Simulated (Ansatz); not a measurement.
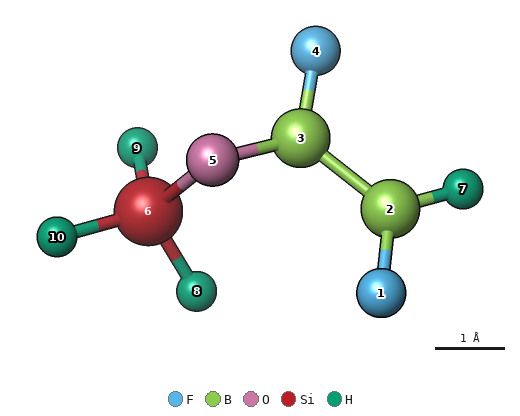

Fig. 1: The structure as given in the input (ball-and-stick view, seen at a tilt; atoms are numbered from 1 in the order of the input). Bond lengths as drawn: B–B 1.68 Å, B–F 1.39 to 1.43 Å, B–H 1.18 Å, B–O 1.47 Å, H–Si 1.43 to 1.48 Å and O–Si 1.73 Å.

# Geometry relaxation of B2SiH4OF2 (part 1 of 2)

- system: B2SiH4OF2
- method: RKS r2SCANh-D4/STO-3G (Ansatz 0.2.0)

The run did not end well. It belongs to a series of runs on one base structure; here: end point B relaxed.

Output
```
The last accepted step is kept in [file] (removed where the run ends without a failure and the disk answers)
Engine: ansatz 0.2.0, x86_64-unknown-linux-gnu
Functional definition: r2SCANh
  parameter a = 0.1
  parameter k0 = 0.174
  parameter k1 = 0.065
  parameter a1 = 4.9479
  exchange = (1 - a)*r2scan_x(k0 = k0, k1 = k1, a1 = a1) + a*exact_x
  correlation = r2scan_c
551 factors; integrals over basis functions are off by at most 2.4e-5 eV
mean field evaluation 1: about -16558.0801 eV, gradient 2.7e1 eV
mean field evaluation 2: about -16554.3481 eV, gradient 4.7e1 eV
mean field evaluation 4: about -16560.3900 eV, gradient 3.1e0 eV
mean field evaluation 8: about -16560.3213 eV, gradient 2.3e-2 eV
mean field -16560.32133808 eV, -608.5805841856 hartree, gradient 3.2e-5 eV, S^2 0.000000; 0 other end points of the search recorded, 0 dependent functions left out
the calculation of the forces begins
reference -16560.32134352 eV, -608.5805843855 hartree; 27, 27 occupied and 11, 11 virtual orbitals, 551 factors
relax step   1: F+E_penalty+E_count = -16560.37301994 eV  Δ(F+E_penalty+E_count) = +0.000e0 eV  max|allowed force component| = 4.158e0 eV/Å  Δτ_max = 0.0000 Å  (23 SCF iters, accepted)
these checks for a lower state are left out or cut short: starts, cluster_reference, orbital_swaps, neighbouring_geometries, increment
551 factors; integrals over basis functions are off by at most 1.9e-5 eV
mean field evaluation 16: about -16560.9405 eV, gradient 1.0e0 eV
mean field -16560.85321687 eV, -608.6001303703 hartree, gradient 1.7e-5 eV, S^2 0.000000; 0 other end points of the search recorded, 0 dependent functions left out
[... from here on the field's lines of each further geometry are left out, up to the last ...]
relax step   2: F+E_penalty+E_count = -16560.90504261 eV  Δ(F+E_penalty+E_count) = -5.320e-1 eV  max|allowed force component| = 1.828e0 eV/Å  Δτ_max = 0.1858 Å  (31 SCF iters, accepted)
relax step   3: F+E_penalty+E_count = -16561.05603554 eV  Δ(F+E_penalty+E_count) = -1.510e-1 eV  max|allowed force component| = 1.585e0 eV/Å  Δτ_max = 0.1194 Å  (32 SCF iters, accepted)
relax step   4: F+E_penalty+E_count = -16561.22278331 eV  Δ(F+E_penalty+E_count) = -1.667e-1 eV  max|allowed force component| = 3.837e-1 eV/Å  Δτ_max = 0.1996 Å  (30 SCF iters, accepted)
relax step   5: F+E_penalty+E_count = -16561.30240170 eV  Δ(F+E_penalty+E_count) = -7.962e-2 eV  max|allowed force component| = 4.323e-1 eV/Å  Δτ_max = 0.2000 Å  (29 SCF iters, accepted)
relax step   6: F+E_penalty+E_count = -16561.34989702 eV  Δ(F+E_penalty+E_count) = -4.750e-2 eV  max|allowed force component| = 6.131e-1 eV/Å  Δτ_max = 0.1394 Å  (25 SCF iters, accepted)
relax step   7: F+E_penalty+E_count = -16561.43561912 eV  Δ(F+E_penalty+E_count) = -8.572e-2 eV  max|allowed force component| = 9.703e-1 eV/Å  Δτ_max = 0.1978 Å  (32 SCF iters, accepted)
relax step   8: F+E_penalty+E_count = -16561.51805326 eV  Δ(F+E_penalty+E_count) = -8.243e-2 eV  max|allowed force component| = 1.443e0 eV/Å  Δτ_max = 0.1950 Å  (32 SCF iters, accepted)
relax step   9: F+E_penalty+E_count = -16561.53164082 eV  Δ(F+E_penalty+E_count) = -1.359e-2 eV  max|allowed force component| = 1.620e0 eV/Å  Δτ_max = 0.1946 Å  (26 SCF iters, accepted)
relax step  10: F+E_penalty+E_count = -16561.60055427 eV  Δ(F+E_penalty+E_count) = -6.891e-2 eV  max|allowed force component| = 4.354e-1 eV/Å  Δτ_max = 0.1435 Å  (25 SCF iters, accepted)
relax step  11: F+E_penalty+E_count = -16561.61174844 eV  Δ(F+E_penalty+E_count) = -1.119e-2 eV  max|allowed force component| = 2.539e-1 eV/Å  Δτ_max = 0.0592 Å  (25 SCF iters, accepted)
relax step  12: F+E_penalty+E_count = -16561.62200896 eV  Δ(F+E_penalty+E_count) = -1.026e-2 eV  max|allowed force component| = 8.514e-2 eV/Å  Δτ_max = 0.0662 Å  (25 SCF iters, accepted)
relax step  13: F+E_penalty+E_count = -16561.62366163 eV  Δ(F+E_penalty+E_count) = -1.653e-3 eV  max|allowed force component| = 2.690e-1 eV/Å  Δτ_max = 0.1275 Å  (26 SCF iters, accepted)
relax step  14: F+E_penalty+E_count = -16561.62892273 eV  Δ(F+E_penalty+E_count) = -5.261e-3 eV  max|allowed force component| = 2.295e-1 eV/Å  Δτ_max = 0.0462 Å  (26 SCF iters, accepted)
relax step  15: F+E_penalty+E_count = -16561.63589142 eV  Δ(F+E_penalty+E_count) = -6.969e-3 eV  max|allowed force component| = 8.961e-2 eV/Å  Δτ_max = 0.0928 Å  (24 SCF iters, accepted)
relax step  16: F+E_penalty+E_count = -16561.63975265 eV  Δ(F+E_penalty+E_count) = -3.861e-3 eV  max|allowed force component| = 9.360e-2 eV/Å  Δτ_max = 0.0725 Å  (25 SCF iters, accepted)
relax step  17: F+E_penalty+E_count = -16561.64289157 eV  Δ(F+E_penalty+E_count) = -3.139e-3 eV  max|allowed force component| = 1.104e-1 eV/Å  Δτ_max = 0.0639 Å  (25 SCF iters, accepted)
relax step  18: F+E_penalty+E_count = -16561.63650751 eV  Δ(F+E_penalty+E_count) = +6.384e-3 eV  max|allowed force component| = 5.997e-1 eV/Å  Δτ_max = 0.1950 Å  (32 SCF iters, rejected (line search))
relax step  19: F+E_penalty+E_count = -16561.64792761 eV  Δ(F+E_penalty+E_count) = -5.036e-3 eV  max|allowed force component| = 8.153e-2 eV/Å  Δτ_max = 0.0973 Å  (25 SCF iters, accepted)
relax step  20: F+E_penalty+E_count = -16561.65121409 eV  Δ(F+E_penalty+E_count) = -3.286e-3 eV  max|allowed force component| = 1.343e-1 eV/Å  Δτ_max = 0.0976 Å  (25 SCF iters, accepted)
relax step  21: F+E_penalty+E_count = -16561.63169264 eV  Δ(F+E_penalty+E_count) = +1.952e-2 eV  max|allowed force component| = 9.243e-1 eV/Å  Δτ_max = 0.1438 Å  (32 SCF iters, rejected (line search))
relax step  22: F+E_penalty+E_count = -16561.65420749 eV  Δ(F+E_penalty+E_count) = -2.993e-3 eV  max|allowed force component| = 7.578e-2 eV/Å  Δτ_max = 0.0718 Å  (25 SCF iters, accepted)
relax step  23: F+E_penalty+E_count = -16561.65577399 eV  Δ(F+E_penalty+E_count) = -1.567e-3 eV  max|allowed force component| = 9.216e-2 eV/Å  Δτ_max = 0.0731 Å  (25 SCF iters, accepted)
relax step  24: F+E_penalty+E_count = -16561.65578344 eV  Δ(F+E_penalty+E_count) = -9.445e-6 eV  max|allowed force component| = 9.175e-2 eV/Å  Δτ_max = 0.0012 Å  (19 SCF iters, accepted)
relax step  25: F+E_penalty+E_count = -16561.65606335 eV  Δ(F+E_penalty+E_count) = -2.799e-4 eV  max|allowed force component| = 1.568e-1 eV/Å  Δτ_max = 0.0642 Å  (24 SCF iters, accepted)
relax step  26: F+E_penalty+E_count = -16561.65654237 eV  Δ(F+E_penalty+E_count) = -4.790e-4 eV  max|allowed force component| = 7.850e-2 eV/Å  Δτ_max = 0.0113 Å  (26 SCF iters, accepted)
relax step  27: F+E_penalty+E_count = -16561.65677941 eV  Δ(F+E_penalty+E_count) = -2.370e-4 eV  max|allowed force component| = 5.999e-2 eV/Å  Δτ_max = 0.0240 Å  (26 SCF iters, accepted)
relax step  28: F+E_penalty+E_count = -16561.65691848 eV  Δ(F+E_penalty+E_count) = -1.391e-4 eV  max|allowed force component| = 2.578e-2 eV/Å  Δτ_max = 0.0079 Å  (21 SCF iters, accepted)
relax step  29: F+E_penalty+E_count = -16561.65712976 eV  Δ(F+E_penalty+E_count) = -2.113e-4 eV  max|allowed force component| = 6.770e-3 eV/Å  Δτ_max = 0.0215 Å  (26 SCF iters, accepted)
relax step  30: F+E_penalty+E_count = -16561.65733145 eV  Δ(F+E_penalty+E_count) = -2.017e-4 eV  max|allowed force component| = 4.614e-2 eV/Å  Δτ_max = 0.0532 Å  (25 SCF iters, accepted)
relax step  31: F+E_penalty+E_count = -16561.65747464 eV  Δ(F+E_penalty+E_count) = -1.432e-4 eV  max|allowed force component| = 3.490e-2 eV/Å  Δτ_max = 0.0065 Å  (20 SCF iters, accepted)
relax step  32: F+E_penalty+E_count = -16561.65775452 eV  Δ(F+E_penalty+E_count) = -2.799e-4 eV  max|allowed force component| = 2.572e-2 eV/Å  Δτ_max = 0.0394 Å  (25 SCF iters, accepted)
relax step  33: F+E_penalty+E_count = -16561.65791487 eV  Δ(F+E_penalty+E_count) = -1.603e-4 eV  max|allowed force component| = 3.146e-2 eV/Å  Δτ_max = 0.0498 Å  (25 SCF iters, accepted)
relax step  34: F+E_penalty+E_count = -16561.65793409 eV  Δ(F+E_penalty+E_count) = -1.922e-5 eV  max|allowed force component| = 4.265e-2 eV/Å  Δτ_max = 0.0303 Å  (26 SCF iters, accepted)
relax step  35: F+E_penalty+E_count = -16561.65812650 eV  Δ(F+E_penalty+E_count) = -1.924e-4 eV  max|allowed force component| = 3.049e-2 eV/Å  Δτ_max = 0.0046 Å  (21 SCF iters, accepted)
relax step  36: F+E_penalty+E_count = -16561.65815852 eV  Δ(F+E_penalty+E_count) = -3.201e-5 eV  max|allowed force component| = 1.961e-2 eV/Å  Δτ_max = 0.0072 Å  (27 SCF iters, accepted)
relax step  37: F+E_penalty+E_count = -16561.65822184 eV  Δ(F+E_penalty+E_count) = -6.333e-5 eV  max|allowed force component| = 2.130e-2 eV/Å  Δτ_max = 0.0198 Å  (27 SCF iters, accepted)
relax step  38: F+E_penalty+E_count = -16561.65832674 eV  Δ(F+E_penalty+E_count) = -1.049e-4 eV  max|allowed force component| = 1.734e-2 eV/Å  Δτ_max = 0.0227 Å  (26 SCF iters, accepted)
the calculation of the forces begins
reference -16561.60598371 eV, -608.6277940417 hartree; 27, 27 occupied and 11, 11 virtual orbitals, 553 factors
relax step  39: F+E_penalty+E_count = -16561.65840503 eV  Δ(F+E_penalty+E_count) = -7.830e-5 eV  max|allowed force component| = 2.807e-2 eV/Å  Δτ_max = 0.0339 Å  (26 SCF iters, accepted)
these checks for a lower state are left out or cut short: starts, cluster_reference, orbital_swaps, neighbouring_geometries, increment
553 factors; integrals over basis functions are off by at most 5.7e-5 eV
mean field evaluation 288: about -16561.6060 eV, gradient 7.6e-5 eV
mean field -16561.60602619 eV, -608.6277956029 hartree, gradient 1.2e-5 eV, S^2 0.000000; 0 other end points of the search recorded, 0 dependent functions left out
the calculation of the forces begins
reference -16561.60603146 eV, -608.6277957965 hartree; 27, 27 occupied and 11, 11 virtual orbitals, 553 factors
relax step  40: F+E_penalty+E_count = -16561.65845765 eV  Δ(F+E_penalty+E_count) = -5.261e-5 eV  max|allowed force component| = 2.538e-2 eV/Å  Δτ_max = 0.0168 Å  (26 SCF iters, accepted)
```

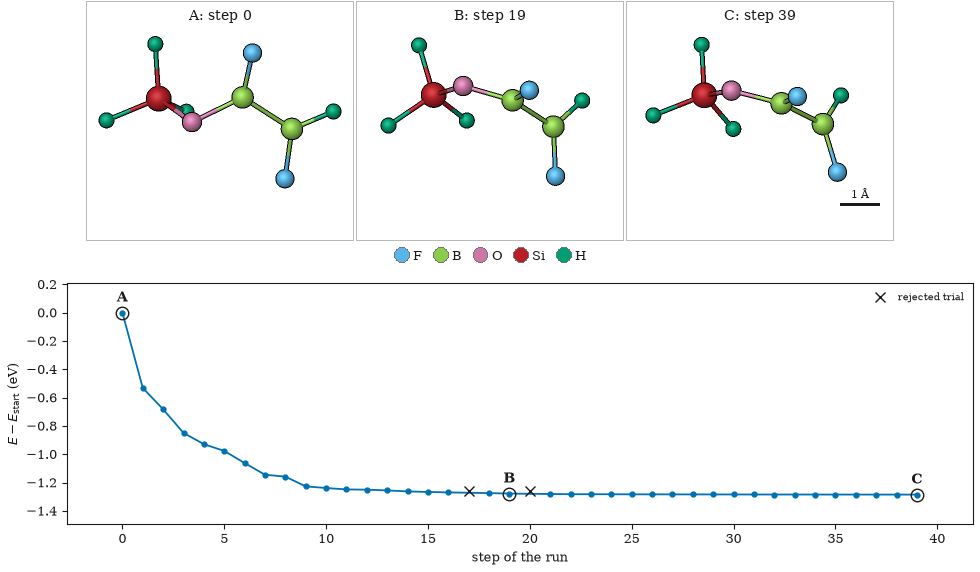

Fig. 2: Frames of the relaxation (ball-and-stick view, seen at a tilt) above the curves, on which the letters mark them (the first geometry is step 0 here and step 1 in the log).

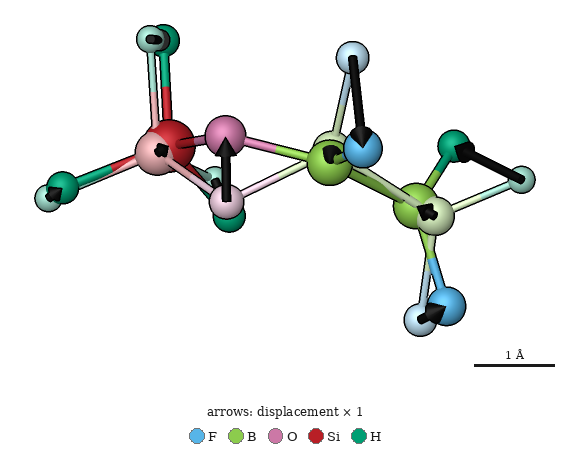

Fig. 3: Start (faint) and end (solid) with the displacements as black arrows, at true length (ball-and-stick view, seen at a tilt). The two geometries are laid on each other by the best rigid fit. The relaxation stopped without meeting its thresholds, so the last structure isn't shown to be converged. Over 39 geometry steps the energy falls by 1.285 eV. The largest force component goes from 4.2 to 0.025 eV/Å. The line search rejected the trial steps at points 17, 20 (counted from 0) and went back. F4 moves most after the best rigid fit: 1.45 Å. By element the largest moves are F 1.45 Å, H 1.34 Å, O 0.83 Å, B 0.40 Å, Si 0.20 Å. Among the contacts that change: F1–B2 1.433 → 1.317 Å, B3–O5 1.473 → 1.364 Å, B3–F4 1.395 → 1.332 Å, Si6–H10 1.478 → 1.444 Å. Among the angles that change: B3–O5–Si6 104.5° → 121.3°, F4–B3–O5 119.9° → 114.2°, B2–B3–O5 120.0° → 125.3°. (Atoms are counted from 1 in the order of the input.)
